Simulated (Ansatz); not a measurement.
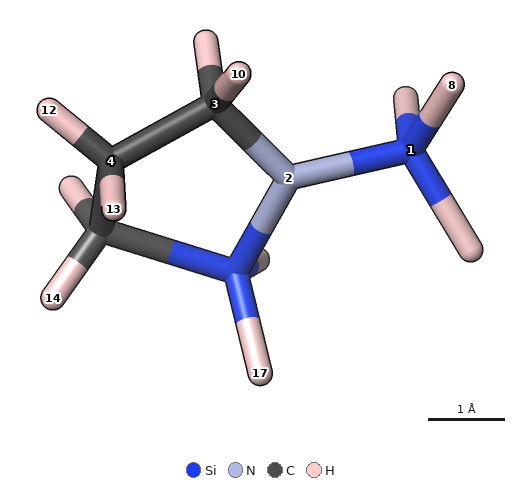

**Figure 1.** The structure as given in the input (stick view, seen at a tilt; atoms are numbered from 1 in the order of the input). Bond lengths as drawn: C–C 1.58 to 1.59 Å, C–H 1.02 to 1.13 Å, C–N 1.46 Å, C–Si 1.91 Å, H–Si 1.43 to 1.54 Å and N–Si 1.70 to 1.74 Å.

**Geometry relaxation, with input and output: C₃H₁₁NSi₂ (part 1 of 2)**

- system: C₃H₁₁NSi₂
- method: UKS LDA/STO-3G (Ansatz 0.2.0)

It belongs to a series of runs on one base structure; here: start relaxed. Figures and captions count atoms from 1; the log counts them from 0 in places.

Input file:
```yaml
crystal:
  periodic: [false, false, false]
  atoms:
    - { symbol: Si, position_ang: [-0.7766, -1.908, 1.2486] }
    - { symbol: "N", position_ang: [0.0033, -0.5664, 0.5463] }
    - { symbol: C, position_ang: [0.8916, -0.6258, -0.6152] }
    - { symbol: C, position_ang: [1.3598, 0.842, -0.9556] }
    - { symbol: C, position_ang: [0.0074, 1.675, -0.8472] }
    - { symbol: Si, position_ang: [-0.9547, 0.8799, 0.593] }
    - { symbol: H, position_ang: [-1.8965, -2.2704, 0.3338] }
    - { symbol: H, position_ang: [0.1687, -2.9705, 1.3561] }
    - { symbol: H, position_ang: [-1.337, -1.4912, 2.6232] }
    - { symbol: H, position_ang: [1.8331, -1.1959, -0.3426] }
    - { symbol: H, position_ang: [0.4295, -1.096, -1.4477] }
    - { symbol: H, position_ang: [1.7356, 0.9167, -1.9389] }
    - { symbol: H, position_ang: [1.9905, 1.2263, -0.2584] }
    - { symbol: H, position_ang: [0.2088, 2.7448, -0.616] }
    - { symbol: H, position_ang: [-0.5855, 1.5951, -1.7455] }
    - { symbol: H, position_ang: [-2.3573, 0.6538, 0.2227] }
    - { symbol: H, position_ang: [-0.7397, 1.5901, 1.8836] }
magnetization:
  spin_polarized: true
basis:
  gaussian: { orbitals: STO-3G }
hamiltonian:
  xc: lda
relax:
  f_tol: 0.02
  max_steps: 40
output:
  orbitals: {}
```

Machine: 1 thread of Arm Neoverse V2, 24 GiB of memory available, shared host.

Command:
```bash
ansatz run input.yaml --threads 1 --pin off --max-ram 2048MiB --backend cpu --events-out ev --progress --plain --runs-dir out
```

Log:
```
The last accepted step is kept in [file] (removed where the run ends without a failure and the disk answers)
Engine: ansatz 0.2.0, aarch64-unknown-linux-gnu
Functional definition: SPW92
  exchange = slater_x
  correlation = pw_c
708 factors; integrals over basis functions are off by at most 1.3e-5 eV
mean field evaluation 1: about -20183.8360 eV, gradient 2.3e1 eV
mean field evaluation 2: about -20180.3529 eV, gradient 3.5e1 eV
mean field evaluation 4: about -20186.9711 eV, gradient 1.0e0 eV
mean field evaluation 8: about -20186.8306 eV, gradient 2.6e-2 eV
mean field -20186.83062317 eV, -741.8523422761 hartree, gradient 5.1e-5 eV, S^2 0.000000; 0 other end points of the search recorded, 0 dependent functions left out
the calculation of the forces begins
reference -20186.83064972 eV, -741.8523432520 hartree; 32, 32 occupied and 17, 17 virtual orbitals, 708 factors
relax step   1: F+E_penalty+E_count = -20186.83062317 eV  Δ(F+E_penalty+E_count) = +0.000e0 eV  max|allowed force component| = 6.220e0 eV/Å  Δτ_max = 0.0000 Å  (24 SCF iters, accepted)
these checks for a lower state are left out or cut short: starts, cluster_reference, orbital_swaps, neighbouring_geometries, increment
708 factors; integrals over basis functions are off by at most 1.5e-5 eV
mean field evaluation 16: about -20187.7345 eV, gradient 1.0e-1 eV
mean field -20187.58332724 eV, -741.8800036408 hartree, gradient 1.3e-5 eV, S^2 0.000000; 0 other end points of the search recorded, 0 dependent functions left out
[... from here on the field's lines of each further geometry are left out, up to the last ...]
relax step   2: F+E_penalty+E_count = -20187.58332724 eV  Δ(F+E_penalty+E_count) = -7.527e-1 eV  max|allowed force component| = 8.105e-1 eV/Å  Δτ_max = 0.1946 Å  (24 SCF iters, accepted)
relax step   3: F+E_penalty+E_count = -20187.67027259 eV  Δ(F+E_penalty+E_count) = -8.695e-2 eV  max|allowed force component| = 3.275e-1 eV/Å  Δτ_max = 0.0544 Å  (26 SCF iters, accepted)
relax step   4: F+E_penalty+E_count = -20187.70150877 eV  Δ(F+E_penalty+E_count) = -3.124e-2 eV  max|allowed force component| = 2.463e-1 eV/Å  Δτ_max = 0.1619 Å  (23 SCF iters, accepted)
relax step   5: F+E_penalty+E_count = -20187.71468978 eV  Δ(F+E_penalty+E_count) = -1.318e-2 eV  max|allowed force component| = 3.139e-1 eV/Å  Δτ_max = 0.1496 Å  (23 SCF iters, accepted)
relax step   6: F+E_penalty+E_count = -20187.71950781 eV  Δ(F+E_penalty+E_count) = -4.818e-3 eV  max|allowed force component| = 1.935e-1 eV/Å  Δτ_max = 0.0448 Å  (24 SCF iters, accepted)
relax step   7: F+E_penalty+E_count = -20187.72388714 eV  Δ(F+E_penalty+E_count) = -4.379e-3 eV  max|allowed force component| = 1.451e-1 eV/Å  Δτ_max = 0.1009 Å  (24 SCF iters, accepted)
relax step   8: F+E_penalty+E_count = -20187.71156898 eV  Δ(F+E_penalty+E_count) = +1.232e-2 eV  max|allowed force component| = 3.862e-1 eV/Å  Δτ_max = 0.0545 Å  (25 SCF iters, rejected (line search))
relax step   9: F+E_penalty+E_count = -20187.72610567 eV  Δ(F+E_penalty+E_count) = -2.219e-3 eV  max|allowed force component| = 3.848e-2 eV/Å  Δτ_max = 0.0261 Å  (21 SCF iters, accepted)
relax step  10: F+E_penalty+E_count = -20187.72652759 eV  Δ(F+E_penalty+E_count) = -4.219e-4 eV  max|allowed force component| = 2.451e-2 eV/Å  Δτ_max = 0.0255 Å  (24 SCF iters, accepted)
the calculation of the forces begins
reference -20187.72674327 eV, -741.8852740824 hartree; 32, 32 occupied and 17, 17 virtual orbitals, 708 factors
relax step  11: F+E_penalty+E_count = -20187.72671664 eV  Δ(F+E_penalty+E_count) = -1.890e-4 eV  max|allowed force component| = 9.587e-3 eV/Å  Δτ_max = 0.0319 Å  (25 SCF iters, accepted)
708 factors; integrals over basis functions are off by at most 3.0e-5 eV
mean field evaluation 96: about -20187.7267 eV, gradient 4.6e-4 eV
```

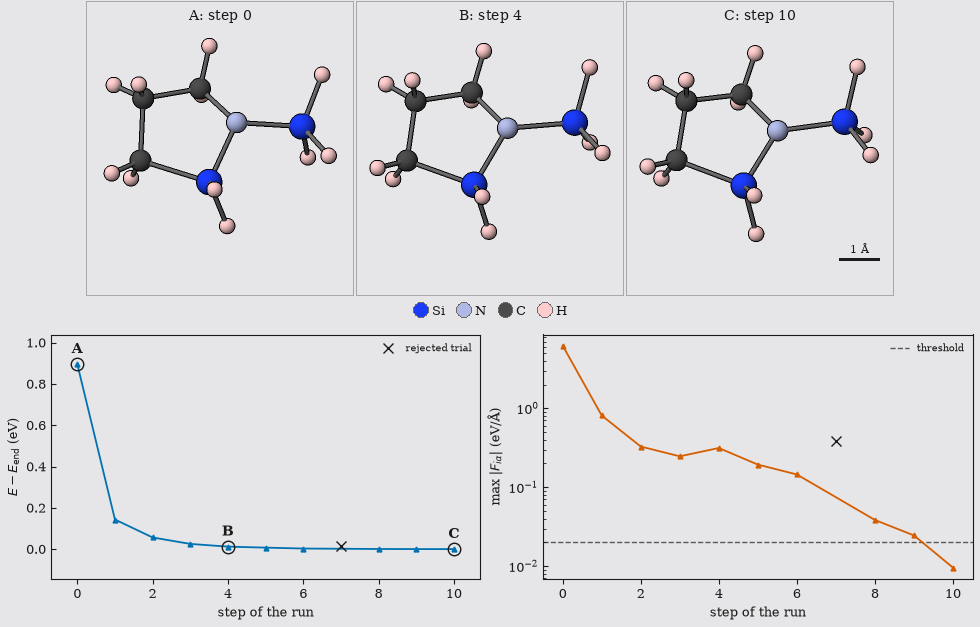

**Figure 2.** Frames of the relaxation (ball-and-stick view, seen at a tilt) above the curves, on which the letters mark them (the first geometry is step 0 here and step 1 in the log).

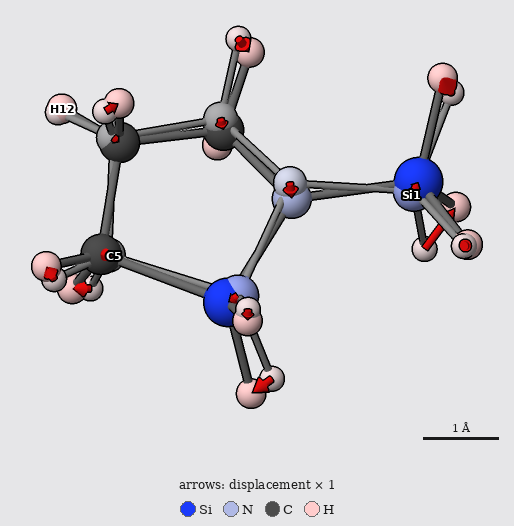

**Figure 3.** Start (faint) and end (solid) with the displacements as red arrows, at true length (ball-and-stick view, seen at a tilt). The two geometries are laid on each other by the best rigid fit. H7 moves most after the best rigid fit: 0.71 Å. By element the largest moves are H 0.71 Å, N 0.25 Å, C 0.18 Å, Si 0.16 Å. Distances before and after: Si1–H9 1.542 → 1.451 Å, C4–H13 1.016 → 1.105 Å, C3–H11 1.062 → 1.119 Å, C4–H12 1.055 → 1.105 Å. Among the angles that change: Si1–N2–Si6 113.1° → 128.9°, H16–Si6–H17 115.5° → 106.9°, N2–Si1–H7 106.4° → 113.5°. The energy falls by 0.896 eV in 10 geometry steps. Largest force component: 6.2 eV/Å at the start, 0.0096 eV/Å at the end. The line search rejected the trial step at point 7 (counted from 0) and went back. (Atoms are counted from 1 in the order of the input.)

```
mean field -20187.72671664 eV, -741.8852731038 hartree, gradient 8.7e-6 eV, S^2 0.000000; 1 other end points of the search recorded, 0 dependent functions left out
the calculation of the forces begins
reference -20187.72674327 eV, -741.8852740824 hartree; 32, 32 occupied and 17, 17 virtual orbitals, 708 factors
Total energy: -20187.72674327 eV, -741.8852740824 hartree
Atom 0 at    -0.687801    -2.004374     1.292876 Å, force    -0.003226    -0.000628    -0.004774 eV/Å
Atom 1 at    -0.229276    -0.548766     0.467861 Å, force     0.006698    -0.001144     0.001768 eV/Å
Atom 2 at     0.715944    -0.633661    -0.663957 Å, force     0.000201    -0.004171     0.009587 eV/Å
Atom 3 at     1.264838     0.798410    -0.928984 Å, force    -0.006633     0.002140    -0.007316 eV/Å
Atom 4 at     0.085534     1.797061    -0.811110 Å, force     0.001551    -0.004438    -0.000306 eV/Å
Atom 5 at    -0.985396     1.019836     0.513807 Å, force    -0.004240    -0.005912     0.007120 eV/Å
Atom 6 at    -1.566237    -2.865708     0.507226 Å, force     0.006096     0.004843     0.004696 eV/Å
Atom 7 at     0.502550    -2.778772     1.606715 Å, force    -0.004211     0.004757    -0.002225 eV/Å
Atom 8 at    -1.389324    -1.625683     2.505197 Å, force     0.000388    -0.000630    -0.000678 eV/Å
Atom 9 at     1.551654    -1.328190    -0.427347 Å, force    -0.004013     0.003224    -0.002409 eV/Å
Atom 10 at     0.240841    -1.014456    -1.602771 Å, force     0.004028     0.003824    -0.000749 eV/Å
Atom 11 at     1.755789     0.850971    -1.917068 Å, force     0.001543     0.000094     0.000259 eV/Å
Atom 12 at     2.022120     1.033315    -0.159875 Å, force    -0.003322    -0.002853    -0.002940 eV/Å
Atom 13 at     0.443873     2.808429    -0.570092 Å, force    -0.000348    -0.001604     0.001983 eV/Å
Atom 14 at    -0.461001     1.850919    -1.765361 Å, force     0.004259     0.001333     0.000385 eV/Å
Atom 15 at    -2.401336     1.008716     0.160185 Å, force     0.001350     0.001902    -0.002152 eV/Å
Atom 16 at    -0.881774     1.631453     1.832900 Å, force    -0.000123    -0.000737    -0.002249 eV/Å
Dipole moment:    -0.003251     0.057641    -0.059229 e Å
```

Trajectory as extended XYZ (Å, eV, eV/Å), 11 frames, from step=1 to step=11:
```
17
Properties=species:S:1:pos:R:3:forces:R:3 step=1 energy=-20186.83062
Si   -0.7766   -1.9080    1.2486   -1.4318  -0.2866   0.9544
N     0.0033   -0.5664    0.5463   -0.1012   0.8583   0.6346
C     0.8916   -0.6258   -0.6152    2.7456   0.8780   2.3142
C     1.3598    0.8420   -0.9556   -6.2197  -1.4719  -0.9323
C     0.0074    1.6750   -0.8472    0.7089   0.5381   1.5515
Si   -0.9547    0.8799    0.5930    1.3027   1.0726  -0.8108
H    -1.8965   -2.2704    0.3338    0.3231  -0.2363   0.7032
H     0.1687   -2.9705    1.3561    0.2428  -0.7315   0.1486
H    -1.3370   -1.4912    2.6232    0.6385  -0.4991  -1.6868
H     1.8331   -1.1959   -0.3426   -0.7572  -0.0103  -0.3456
H     0.4295   -1.0960   -1.4477   -0.7385  -0.8277  -2.0587
H     1.7356    0.9167   -1.9389    1.0232   0.0522  -1.8410
H     1.9905    1.2263   -0.2584    2.9771   1.1950   2.8832
H     0.2088    2.7448   -0.6160    0.0143  -0.3878  -0.4821
H    -0.5855    1.5951   -1.7455   -0.2627   0.0461  -0.8647
H    -2.3573    0.6538    0.2227    0.0870   0.1492   0.3984
H    -0.7397    1.5901    1.8836   -0.5520  -0.3382  -0.5663
17
Properties=species:S:1:pos:R:3:forces:R:3 step=2 energy=-20187.58333
Si   -0.7642   -1.9653    1.2392   -0.4941  -0.5796  -0.0263
N    -0.0028   -0.5628    0.5797   -0.1561   0.4177   0.1260
C     0.9160   -0.6280   -0.5668   -0.1277   0.4995  -0.0316
C     1.2682    0.8514   -0.9415   -0.3628   0.0244  -0.2512
C     0.0034    1.7758   -0.8689    0.2757  -0.8105   0.5408
Si   -0.8994    0.9394    0.5591   -0.3700   0.5397   0.0479
H    -1.9152   -2.4290    0.4451    0.2963   0.0404   0.0846
H     0.1586   -3.0742    1.3821    0.1033   0.0231  -0.0280
H    -1.3065   -1.5795    2.5237    0.0109   0.0133   0.1545
H     1.8268   -1.2245   -0.3180   -0.0552   0.2390  -0.0888
H     0.4587   -1.0925   -1.4627   -0.1239  -0.2903  -0.3058
H     1.6957    0.8775   -1.9519    0.3635   0.0503  -0.1398
H     1.9949    1.2136   -0.2125    0.4992   0.2097   0.1846
H     0.2749    2.8381   -0.7197    0.0016  -0.3310   0.0409
H    -0.5672    1.6916   -1.8030   -0.1214   0.0176  -0.0600
H    -2.3296    0.7435    0.3031    0.1565  -0.0139  -0.0439
H    -0.8312    1.6243    1.8534    0.1043  -0.0496  -0.2039
17
Properties=species:S:1:pos:R:3:forces:R:3 step=3 energy=-20187.67027
Si   -0.7654   -1.9753    1.2473   -0.0189  -0.3275  -0.1042
N    -0.0399   -0.5461    0.5781   -0.0906   0.2182   0.0205
C     0.8788   -0.6085   -0.5770    0.0857   0.0021  -0.1395
C     1.2865    0.8525   -0.9481   -0.2796  -0.0520   0.1844
C     0.0147    1.7484   -0.8551    0.2178  -0.1161   0.0257
Si   -0.9307    0.9614    0.5608    0.0397   0.1072  -0.0745
H    -1.8885   -2.4755    0.4542    0.0771   0.0012   0.0061
H     0.1933   -3.0598    1.3801    0.0480   0.1001  -0.0279
H    -1.2955   -1.6055    2.5398   -0.0548   0.0203   0.1630
H     1.7877   -1.2003   -0.3305   -0.0120  -0.0300   0.0061
H     0.4248   -1.0858   -1.4816   -0.0217   0.0009   0.0173
H     1.7426    0.8802   -1.9549    0.0146   0.0249   0.0731
H     2.0312    1.2051   -0.2096   -0.0116  -0.0134  -0.1074
H     0.2975    2.8007   -0.7004   -0.0762  -0.0187   0.0119
H    -0.5605    1.6814   -1.7921    0.0004   0.0167   0.0229
H    -2.3538    0.7703    0.2894    0.0439   0.0477  -0.0430
H    -0.8420    1.6563    1.8395    0.0383   0.0184  -0.0346
```
